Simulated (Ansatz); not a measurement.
# C2H9AlSSi: one species, many methods, part 2 of 2

Ansatz 0.2.0, Gaussian basis; functionals in def2-TZVPP, the program's frozen cores in correlated methods.

## 10. CCSD(T) in def2-TZVPP

Input file in.yaml:

```yaml
crystal:
  periodic: [false, false, false]
  atoms:
    - {symbol: Al, position_ang: [-1.126568, 1.853921, 0.708240]}
    - {symbol: C, position_ang: [-1.559467, 0.121146, 1.524029]}
    - {symbol: S, position_ang: [0.237729, -0.102321, 1.157986]}
    - {symbol: C, position_ang: [0.189557, -0.909656, -0.450450]}
    - {symbol: Si, position_ang: [1.859559, -0.777715, -1.318336]}
    - {symbol: H, position_ang: [-0.797940, 3.072923, 1.665105]}
    - {symbol: H, position_ang: [-1.233702, 1.967884, -0.872831]}
    - {symbol: H, position_ang: [-2.120813, -0.673986, 1.037639]}
    - {symbol: H, position_ang: [-1.674380, 0.055320, 2.605587]}
    - {symbol: H, position_ang: [-0.087171, -1.957588, -0.306767]}
    - {symbol: H, position_ang: [-0.570132, -0.428949, -1.073630]}
    - {symbol: H, position_ang: [2.924014, -1.349220, -0.455095]}
    - {symbol: H, position_ang: [2.160624, 0.645884, -1.605431]}
    - {symbol: H, position_ang: [1.785792, -1.546841, -2.587346]}
basis:
  gaussian: {orbitals: def2-TZVPP}
correlation: {method: ccsd_t}
```

Run with:

```console
> ansatz run in.yaml --threads 4 --pin off --events-out ev --progress --plain --max-ram 10444MiB
```

What it wrote:

```text
Functional definition: HF
  name "HF"
  cite "Fock, Z. Phys. 61, 126 (1930) doi:10.1007/BF01340294"
  parent pbe
  exchange = exact_x
  correlation = 0
1788 factors; integrals over basis functions are off by at most 1.9e-3 eV
mean field evaluation 1: about -27463.6173 eV, gradient 3.0e1 eV
mean field evaluation 2: about -27463.9476 eV, gradient 3.0e1 eV
mean field evaluation 4: about -27467.0657 eV, gradient 4.3e0 eV
mean field evaluation 8: about -27467.1341 eV, gradient 2.0e-1 eV
mean field evaluation 16: about -27463.6159 eV, gradient 3.0e1 eV
mean field -27467.13432746 eV, -1009.3985686417 hartree, gradient 2.2e-6 eV, S^2 0.000000; 0 other end points of the search recorded, 0 dependent functions left out
17 core orbitals not correlated: weight in the atoms' cores, before any rotation towards them, 1.000 or more for the frozen orbitals, at most 0.000 for the correlated occupied ones
reference -27467.13432746 eV, -1009.3985686417 hartree; 15, 15 occupied and 282, 282 virtual orbitals, 1788 factors
second order -20.26915385 eV of doubles, -0.00000000 eV of singles
cycle   1  -21.42392607 eV  change    -1.2e0 eV  update   1.1e-1
cycle   2  -22.07916879 eV  change   -6.6e-1 eV  update   3.2e-2
cycle   3  -22.17117216 eV  change   -9.2e-2 eV  update   1.3e-2
cycle   4  -22.16425178 eV  change    6.9e-3 eV  update   3.6e-3
cycle   5  -22.16369094 eV  change    5.6e-4 eV  update   1.5e-3
cycle   6  -22.16348377 eV  change    2.1e-4 eV  update   4.6e-4
cycle   7  -22.16335998 eV  change    1.2e-4 eV  update   1.7e-4
cycle   8  -22.16340802 eV  change   -4.8e-5 eV  update   6.4e-5
cycle   9  -22.16341684 eV  change   -8.8e-6 eV  update   2.2e-5
perturbative correction -0.93613734 eV, -0.0344024128 hartree
Total energy: -27490.23388164 eV, -1010.2474616003 hartree
```

Wall time 6.9 min (4 threads of Intel Xeon at 2.60GHz, shared host); peak memory 4.1 GiB.

## 11. MP2 in def2-QZVPP

in.yaml, as its differences from that of step 10:

```diff
@@ -18,3 +18,3 @@
 basis:
-  gaussian: {orbitals: def2-TZVPP}
-correlation: {method: ccsd_t}
+  gaussian: {orbitals: "def2-QZVPP.json"}
+correlation: {method: mp2}
```

Launched as before.

What it wrote:

```text
Functional definition: HF
  name "HF"
  cite "Fock, Z. Phys. 61, 126 (1930) doi:10.1007/BF01340294"
  parent pbe
  exchange = exact_x
  correlation = 0
3469 factors; integrals over basis functions are off by at most 1.1e-3 eV
mean field evaluation 1: about -27464.2160 eV, gradient 3.3e1 eV
mean field evaluation 2: about -27464.4149 eV, gradient 3.3e1 eV
mean field evaluation 4: about -27467.9093 eV, gradient 4.4e0 eV
mean field evaluation 8: about -27467.9846 eV, gradient 2.1e-1 eV
mean field -27467.98491035 eV, -1009.4298269866 hartree, gradient 1.5e-6 eV, S^2 0.000000; 0 other end points of the search recorded, 0 dependent functions left out
17 core orbitals not correlated: weight in the atoms' cores, before any rotation towards them, 1.000 or more for the frozen orbitals, at most 0.000 for the correlated occupied ones
reference -27467.98491035 eV, -1009.4298269866 hartree; 15, 15 occupied and 562, 562 virtual orbitals, 3469 factors
second order -21.72145719 eV of doubles, -0.00000000 eV of singles
Total energy: -27489.70636754 eV, -1010.2280758151 hartree
```

Wall time 32 s (4 threads of Intel Xeon at 2.60GHz, shared host); peak memory 5 GiB.

The pieces so far (eV):

```
     basis           HF  MP2 correlation  CCSD correlation      (T)              total
def2-TZVPP  -27467.1343         -20.2692          -22.1634  -0.9361        -27490.2339
def2-QZVPP  -27467.9849         -21.7215                             -27489.7064 (MP2)
```

The report of the def2-TZVPP run gives T1 = 0.0116.

## 12. From triple and quadruple zeta to the limit

This step is arithmetic on the last runs, with X = 3 and 4: exp(−7.88√X) for Hartree-Fock, X^−2.97 for correlation; only MP2 was run in the larger set, so CCSD(T) minus MP2 is added from the smaller one.

```
  level  energy at the limit (eV)
     HF               -27468.1021
    MP2               -27490.8993
   CCSD               -27492.7936
CCSD(T)               -27493.7297
```

## 13. All levels against the reference

Free atoms (1 Al, 2 C, 1 S, 1 Si, 9 H) were run apart at each level; the atomisation energy is their sum less the molecule, without zero-point or spin-orbit terms.

Differences are taken before rounding.

```
            method             rung  atoms, summed (eV)  atomisation energy (kcal/mol)  from CCSD(T)/CBS (kcal/mol)     time
            PBE-D4              GGA          -27469.279                         1089.7                         +3.9    3.4 s
         r2SCAN-D4         meta-GGA          -27481.344                         1088.4                         +2.6    5.5 s
           PBE0-D4           hybrid          -27472.406                         1081.9                         -3.8    4.1 s
          B3LYP-D4           hybrid          -27487.594                         1082.3                         -3.5    6.5 s
           ωB97X-V  range-separated          -27480.245                         1091.2                         +5.4     10 s
           ωB97M-V  range-separated          -27481.606                         1089.0                         +3.2     14 s
            B2PLYP    double hybrid          -27473.529                         1067.8                        -18.0      8 s
     HF/def2-TZVPP     wavefunction          -27432.084                          808.3                       -277.5         
    MP2/def2-TZVPP     wavefunction          -27441.346                         1062.1                        -23.7         
   CCSD/def2-TZVPP     wavefunction          -27444.007                         1044.4                        -41.3         
CCSD(T)/def2-TZVPP     wavefunction          -27444.345                         1058.2                        -27.6  6.9 min
           MP2/CBS     wavefunction          -27443.647                         1089.7                         +3.9         
       CCSD(T)/CBS     wavefunction          -27446.646                         1085.8                            0  7.4 min
```

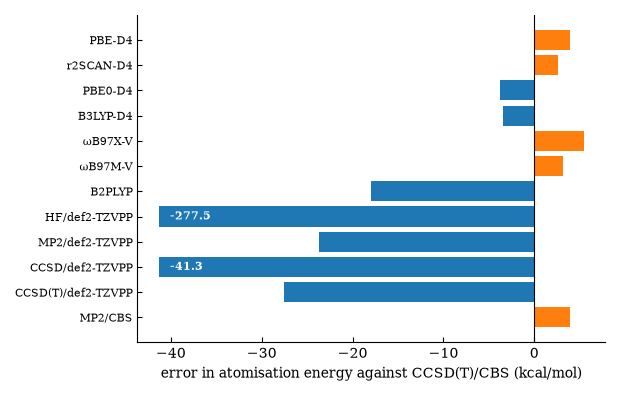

How far each level lands from CCSD(T)/CBS. Bars with a number in them are cut short.

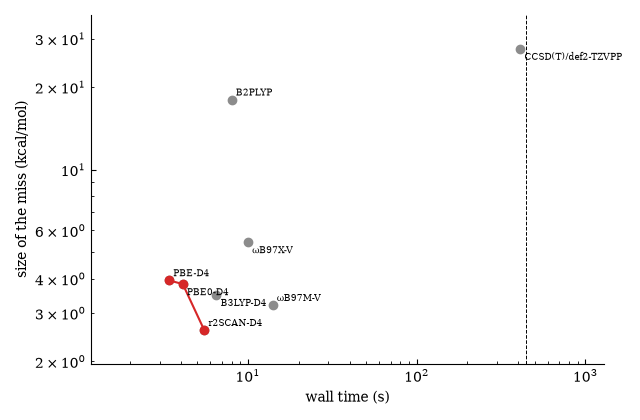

Accuracy for the time spent; red marks the levels that beat every quicker one drawn (of those quicker than the yardstick), and the dashed line is the time of CCSD(T)/CBS. Times are from a shared host.

B2PLYP carry no dispersion term (for B3LYP, D4 adds 13.9 kcal/mol).

Times are those of the molecule's run; HF, MP2 and CCSD come out of the CCSD(T) runs, and the limit's time is the sum of the runs that it needs.

## 14. Results

This closing draws on all 2 parts.

| quantity | value |
| --- | --- |
| atomisation energy, CCSD(T)/CBS | 1085.8 kcal/mol |
| functionals within 5.4 kcal/mol (0.5 %) | PBE-D4, r2SCAN-D4, PBE0-D4, B3LYP-D4, ωB97M-V |
| farthest | B2PLYP (-18.0 kcal/mol) |
| mean size of error, hybrid | 3.7 kcal/mol |
| mean size of error, range-separated | 4.3 kcal/mol |
| gap, smallest and largest | 4.65 eV (PBE-D4), 10.73 eV (ωB97X-V) |
| T1 diagnostic | 0.0116 |
| triples share of the correlation energy | 4.1 % |

In words: PBE-D4 is off by +3.9 kcal/mol. Double hybrids carry the basis error of their MP2 part in triple zeta, and no dispersion term here, so their miss is partly the set-up's. Misses under about 5.4 kcal/mol are within the doubt on the reference itself, which lacks core-valence correlation, relativity and higher excitations. Hartree-Fock recovers 74 % of the binding; the rest is correlation. The gap grows from 4.6 to 10.7 eV across the functionals, mostly with the share of exact exchange.

r2SCAN-D4 reaches 2.6 kcal/mol from the reference in 5.5 s, where CCSD(T)/CBS took 7.4 min; the quickest level in the cost chart, PBE-D4, takes 3.4 s and misses by 3.9 kcal/mol.
